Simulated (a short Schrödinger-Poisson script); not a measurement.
Stack: symmetric double-gate stack, SiO2 on p-type GaAs, at 300 K.

| layer | material | thickness (nm) | Na (cm⁻³) |
|---|---|---|---|
| 1 | SiO2 | 2.1 | - |
| 2 | GaAs | 3 | 8e17 |
| 3 | SiO2 | 2.1 | - |

Constants are typed, rounded textbook-type inputs, not results; the design itself was drawn at random and stands for no fabricated device. SiO2: permittivity 3.9, conduction-band edge (eV) 3.17, gap (eV) 9, electron mass (mₑ) 0.5. GaAs: permittivity 12.9, conduction-band edge (eV) 0, gap (eV) 1.424, Nv at 300 K (cm⁻³) 9e18.

Channel valleys (confinement mass, in-plane density-of-states mass, number): Γ 0.067, 0.067, 1. At the gates, both at one voltage, the conduction-band edge of layer 1 lies 3.48 eV − eVg above the Fermi level of the channel. Gaps are held at their typed values at every temperature. Mesh 0.03 nm at interfaces.

Solved with a short Schrödinger-Poisson script written for these runs: 1D Poisson equation in equilibrium, electrons quantum, Hartree (BenDaniel-Duke, 12 states a valley, the channel's in-plane mass for all, wave functions ending at the dielectric), parabolic valleys, classical holes, full ionisation, no traps, pinning or gate leakage.

Only gate voltages with over 1e8 electrons/cm² are shown.

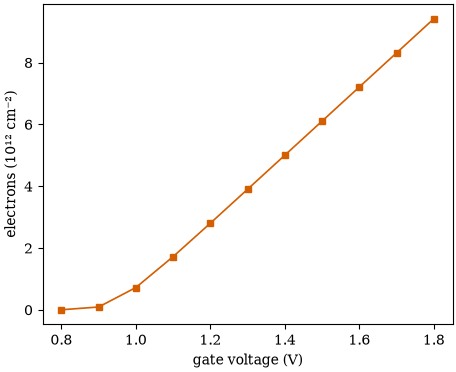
*Sheet density against gate voltage*

```csv
Vg (V),electrons (cm⁻²),C (μF/cm²),Γ E0 (meV),Γ E1 (meV)
0.8,2.50e9,0.0157,146.5,2016.1
0.9,9.27e10,0.461,51.4,1920.9
1,7.23e11,1.44,-14.0,1854.7
1.1,1.72e12,1.70,-59.1,1808.3
1.2,2.81e12,1.75,-99.7,1766.2
1.3,3.90e12,1.77,-139.4,1725.0
1.4,5.01e12,1.77,-178.9,1684.1
1.5,6.11e12,1.77,-218.3,1643.2
1.6,7.21e12,1.77,-257.7,1602.3
1.7,8.32e12,1.77,-297.2,1561.4
1.8,9.42e12,1.77,-336.6,1520.5
```

Subbands count from the Fermi level. The capacitance is that of both gates.

Above a few 1e12 electrons/cm² a light Γ valley is non-parabolic and upper valleys begin to fill, which the model leaves out.
